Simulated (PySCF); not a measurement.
# H2O (water): CCSDT/6-31G

What is the energy change on altering one bond length of H2O (water) at CCSDT/6-31G? Input form: a Python script.

Program for the calculation: PySCF 2.14.0.

8 further runs of the same task are left out: 8 set aside as unsound or not needed.

**1. The molecule**

H2O: 3 atoms, total charge 0, spin state singlet. As SMILES, `O`. The shape is that of a PBE0-D4/def2-TZVP optimisation.

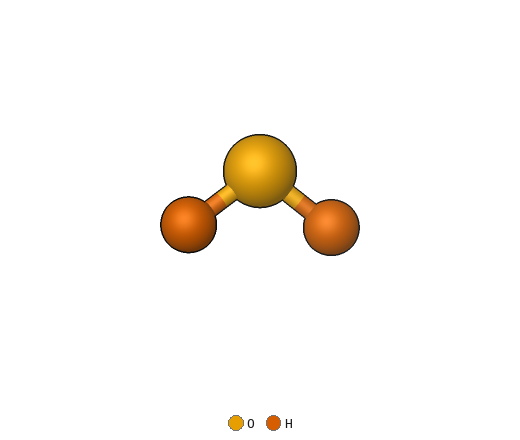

The structure, seen from a chosen angle (oxygen amber, hydrogen orange).

**2. A single-point energy at CCSDT/6-31G**

Contents of run.py:

```python
from pyscf import gto, scf, cc

system = gto.Mole()
system.atom = '''
O   -0.302700   0.200200  -0.140600
H    0.466500   0.548400   0.315300
H   -0.163800  -0.748600  -0.174700
'''
system.basis = '6-31g'
system.max_memory = 1860
system.verbose = 4
system.build()

mf = scf.RHF(system)
mf.conv_tol = 1e-10
mf.kernel()
if not mf.converged:
    mf = mf.newton().run(mf.mo_coeff, mf.mo_occ)

mycc = cc.CCSDT(mf, frozen=1)
mycc.kernel()
energy = mycc.e_tot
print('Final energy', energy)
```

On the command line:

```sh
$ OMP_NUM_THREADS=1 python run.py
```

The program printed:

```text
PySCF version 2.14.0

[INPUT] num. atoms = 3
[INPUT] num. electrons = 10
[INPUT] charge = 0
[INPUT] spin (= nelec alpha-beta = 2S) = 0
[INPUT] symmetry False subgroup None
[INPUT] Mole.unit = angstrom
[INPUT] Symbol           X                Y                Z      unit          X                Y                Z       unit  Magmom
[INPUT]  1 O     -0.302700000000   0.200200000000  -0.140600000000 AA   -0.572020097906   0.378323170138  -0.265695493114 Bohr   0.0
[INPUT]  2 H      0.466500000000   0.548400000000   0.315300000000 AA    0.881557237110   1.036325806711   0.595830647075 Bohr   0.0
[INPUT]  3 H     -0.163800000000  -0.748600000000  -0.174700000000 AA   -0.309537139204  -1.414648976849  -0.330135153962 Bohr   0.0

nuclear repulsion = 9.17130075880099
number of shells = 9
number of NR pGTOs = 30
number of NR cGTOs = 13
basis = 6-31g
ecp = {}

[... 37 lines left out ...]
converged SCF energy = -75.9841486357841
[... 16 lines left out ...]
WARN: A large `blksize` is being used, which may cause large memory consumption
[... 3 lines left out ...]
WARN: A large `blksize_oovv` is being used, which may cause large memory consumption
[... 3 lines left out ...]
WARN: A large `blksize_oooo` is being used, which may cause large memory consumption
[... 12 lines left out ...]
Init t2, MP2 energy = -76.112086592188  E_corr(MP2) -0.127937956404
[... 11 lines left out ...]
RCCSDT converged
[... 3 lines left out ...]
Final energy -76.11982001305934
```

It took 0.68 s on 1 thread of Intel Xeon Platinum 8375C at 2.90GHz (Ice Lake), shared host; peak memory 0.1 GiB.

**3. The distorted shape at the same level**

Contents of calc.py:

```python
from pyscf import gto, scf, cc

molecule = gto.M(
    atom='O -0.469374 1.338718 -0.099682; H 0.299826 1.686918 0.356218; H -0.163800 -0.748600 -0.174700',
    spin=0,
    verbose=3,
    max_memory=1860,
    basis='6-31g',
)

myscf = scf.RHF(molecule)
myscf.conv_tol = 1e-10
myscf.kernel()
if not myscf.converged:
    myscf = myscf.newton().run(myscf.mo_coeff, myscf.mo_occ)

mycc = cc.CCSDT(myscf, frozen=1)
mycc.kernel()
energy = mycc.e_tot
print(f'total energy: {energy:.8f} hartree')
```

On the command line:

```sh
$ OMP_NUM_THREADS=1 python calc.py
```

The program printed:

```text
converged SCF energy = -75.7466586944224
_make_eris_incore_RCCSDT

WARN: A large `blksize` is being used, which may cause large memory consumption
      for storing contraction intermediates. If memory is sufficient, consider using
      `pyscf.cc.rccsdt_highm.RCCSDT` instead.

WARN: A large `blksize_oovv` is being used, which may cause large memory consumption
      for storing contraction intermediates. If memory is sufficient, consider using
      `pyscf.cc.rccsdt_highm.RCCSDT` instead.

WARN: A large `blksize_oooo` is being used, which may cause large memory consumption
      for storing contraction intermediates. If memory is sufficient, consider using
      `pyscf.cc.rccsdt_highm.RCCSDT` instead.

RCCSDT converged
E(RCCSDT) = -75.97526621028443   E_corr = -0.2286075158620382
E_corr(same-spin) = -0.0208190756389601
E_corr(oppo-spin) = -0.207788440223078
total energy: -75.97526621 hartree
```

Wall time 0.79 s (1 thread of Intel Xeon Platinum 8375C at 2.90GHz (Ice Lake), shared host); peak memory 0.11 GiB.

**4. Results**

At CCSDT/6-31G, 1 core orbital frozen:

```
                                                         quantity         value
                                        first shape: total energy  -76.11982 Eh
                first shape: dipole moment (Hartree–Fock density)        2.62 D
                 first shape: HOMO energy (Hartree–Fock orbitals)     -13.63 eV
                 first shape: LUMO energy (Hartree–Fock orbitals)       5.53 eV
               first shape: HOMO–LUMO gap (Hartree–Fock orbitals)      19.17 eV
          first shape: correlation energy (1 core orbital frozen)    -135.7 mEh
                                       first shape: T1 diagnostic         0.006
                                    distorted shape: total energy  -75.97527 Eh
            distorted shape: dipole moment (Hartree–Fock density)        2.44 D
             distorted shape: HOMO energy (Hartree–Fock orbitals)     -10.99 eV
             distorted shape: LUMO energy (Hartree–Fock orbitals)      -1.06 eV
           distorted shape: HOMO–LUMO gap (Hartree–Fock orbitals)       9.93 eV
      distorted shape: correlation energy (1 core orbital frozen)    -228.6 mEh
                                   distorted shape: T1 diagnostic         0.037
energy change with the O1–H3 bond stretched from 0.960 to 2.111 Å      3.934 eV
```

In words: With the O1–H3 bond stretched from 0.960 to 2.111 Å the energy rises by 3.93 eV (380 kJ/mol). The first shape isn't relaxed at this level, so the change isn't measured from a minimum. Mulliken charges (first shape) of the mean-field density run from -0.79 on O1 to +0.40 on H2. The T1 diagnostic (distorted shape) of 0.037 is above the customary mark for such species, so a single reference may not serve. Mulliken charges (distorted shape) of the mean-field density run from -0.56 on O1 to +0.40 on H2.
